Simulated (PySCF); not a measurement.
C12H22

```yaml
atoms:
  - { symbol: C, position_ang: [3.4001, -0.0007, 0.6878] }
  - { symbol: C, position_ang: [2.6084, -1.3034, 0.6514] }
  - { symbol: C, position_ang: [1.1149, -1.0553, 0.8382] }
  - { symbol: C, position_ang: [0.5703, -0.0700, -0.1994] }
  - { symbol: C, position_ang: [-0.9477, 0.1598, -0.1259] }
  - { symbol: C, position_ang: [-1.4500, 0.6626, 1.2300] }
  - { symbol: C, position_ang: [-2.9480, 0.9519, 1.2051] }
  - { symbol: C, position_ang: [-3.7462, -0.2693, 0.7611] }
  - { symbol: C, position_ang: [-3.2493, -0.7950, -0.5810] }
  - { symbol: C, position_ang: [-1.7499, -1.0724, -0.5512] }
  - { symbol: C, position_ang: [1.3676, 1.2352, -0.1450] }
  - { symbol: C, position_ang: [2.8631, 1.0000, -0.3295] }
  - { symbol: H, position_ang: [4.4706, -0.1943, 0.5113] }
  - { symbol: H, position_ang: [3.3250, 0.4380, 1.6995] }
  - { symbol: H, position_ang: [2.9783, -1.9993, 1.4221] }
  - { symbol: H, position_ang: [2.7740, -1.8019, -0.3212] }
  - { symbol: H, position_ang: [0.9455, -0.6481, 1.8510] }
  - { symbol: H, position_ang: [0.5657, -2.0095, 0.7903] }
  - { symbol: H, position_ang: [0.7631, -0.5162, -1.1954] }
  - { symbol: H, position_ang: [-1.1731, 0.9539, -0.8652] }
  - { symbol: H, position_ang: [-0.8967, 1.5651, 1.5366] }
  - { symbol: H, position_ang: [-1.2478, -0.1033, 1.9999] }
  - { symbol: H, position_ang: [-3.2868, 1.2919, 2.1975] }
  - { symbol: H, position_ang: [-3.1444, 1.7865, 0.5076] }
  - { symbol: H, position_ang: [-4.8207, -0.0294, 0.7077] }
  - { symbol: H, position_ang: [-3.6427, -1.0644, 1.5220] }
  - { symbol: H, position_ang: [-3.8015, -1.7054, -0.8664] }
  - { symbol: H, position_ang: [-3.4626, -0.0455, -1.3648] }
  - { symbol: H, position_ang: [-1.4044, -1.4177, -1.5404] }
  - { symbol: H, position_ang: [-1.5521, -1.9005, 0.1532] }
  - { symbol: H, position_ang: [1.2003, 1.7283, 0.8297] }
  - { symbol: H, position_ang: [0.9925, 1.9326, -0.9130] }
  - { symbol: H, position_ang: [3.4113, 1.9537, -0.2579] }
  - { symbol: H, position_ang: [3.0453, 0.6137, -1.3490] }
```

Geometry: PBE0-D3(BJ)/def2-SVP.

Method: B3LYP/def2-SVPD, SCF density, gas phase in PySCF.

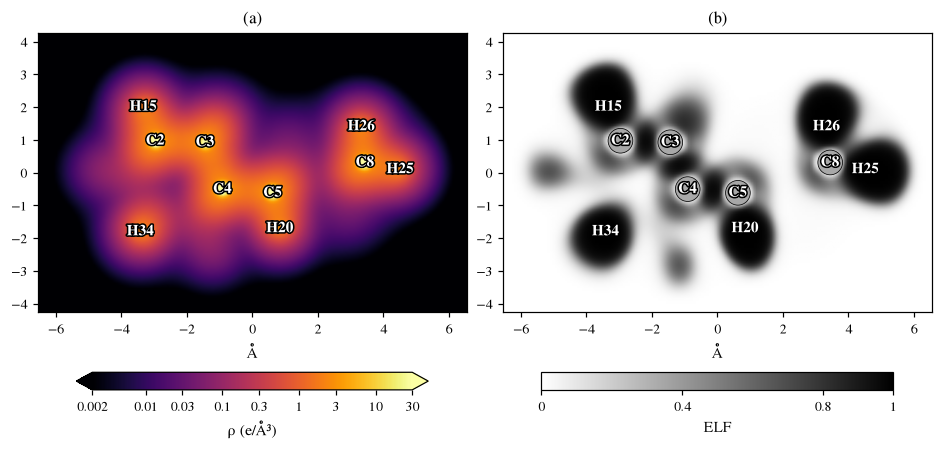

Figure 1. (a) electron density; (b) ELF on the plane of atoms C4, C5 and H20. Grey discs cover the atomic cores in the ELF map.

Question: Describe what can be read from this map.

Answer:
- The plane passes through C and H nuclei.
- C–C (1.53 Å): ρ at the midpoint is about 1.7 e/Å³; the ELF peaks at about 0.95 between the atoms, as expected for a shared electron pair.
- C–H (1.10 Å): the density is about 1.9 e/Å³ at the midpoint; the ELF climbs to about 1 towards the hydrogen, as it does in any bond to H (a covalent bond by its length).

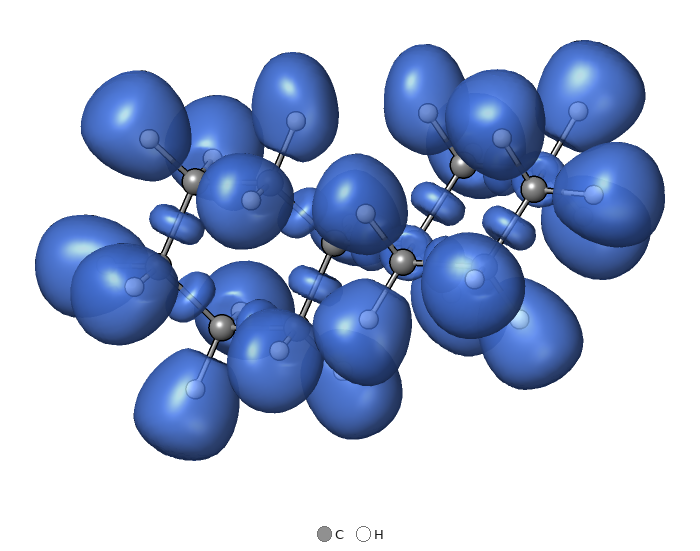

Figure 2. Isosurface of the electron localisation function at 0.8 (blue), seen at an oblique angle. Only the valence region is drawn (cores and ρ < 0.01 e/Å³ removed).

Question: Identify the bonds, lone pairs and shells in this picture.

Answer: The ELF exceeds this value in 13 regions between bonded C–C atoms (shared pairs) and 22 regions around hydrogen nuclei. Along the contacts the grid gives the following. C–C (1.52 Å): the ELF peaks at about 0.95 between the atoms: a shared electron pair.

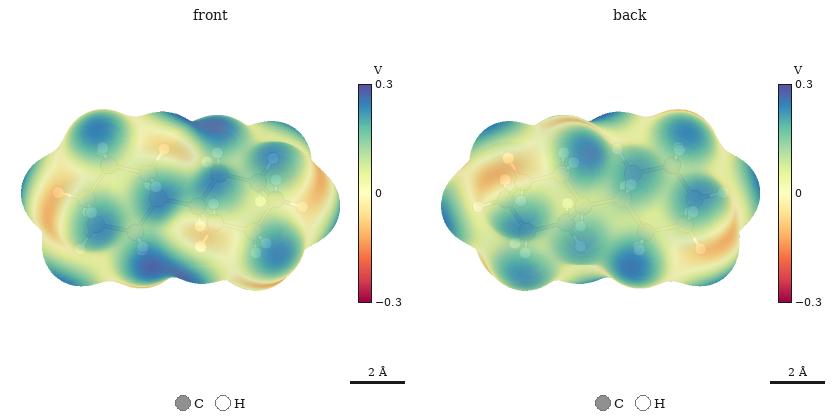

Figure 3. The electrostatic potential painted on the density surface at 0.001 e/bohr³, seen from the front and from behind; the colour scale runs from red (negative) to blue (positive).

Question: Where is the surface potential most negative and most positive?

Answer: The surface potential is weak everywhere (between −0.1 and +0.3 V): the molecule has no strongly electron-rich or electron-poor site.

Question: How polar is the molecule by this calculation?

Answer: Its dipole moment is zero.

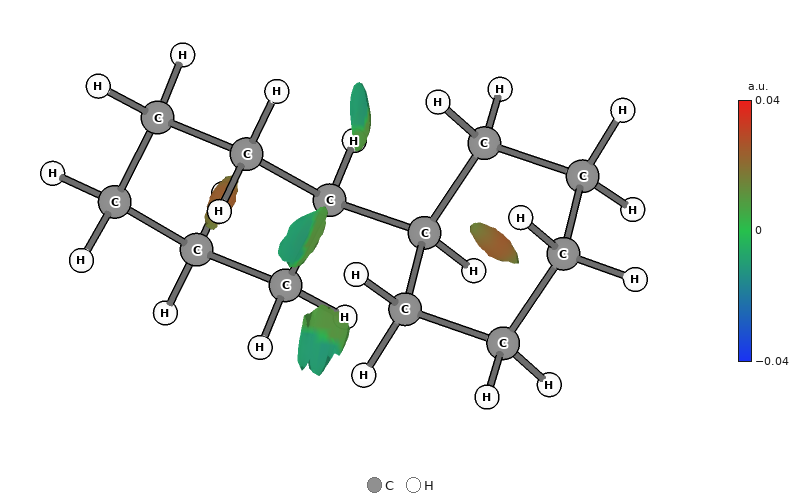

Figure 4. Non-covalent interaction (NCI) plot: the surface where the reduced density gradient is 0.5, for densities under 0.05 a.u., coloured by sign(λ₂)ρ; seen at a tilt.

Question: Identify the weak interactions.

Answer:
- Between H30 and C10 on one side and H18 and C3 on the other: a weak contact, attractive (blue-green) on one side and crowded (olive to red) on the other
- Between H21 and C6 on one side and H31 and C11 on the other: a weak contact, attractive (blue-green) on one side and crowded (olive to red) on the other
- Near H22, H17 and C3: mostly steric crowding (olive to red)
- Inside the ring or cage of C5, C6, C7, C8, C9 and C10: steric crowding (red)
- Inside the ring or cage of C1, C2, C3, C4, C11 and C12: steric crowding (red)
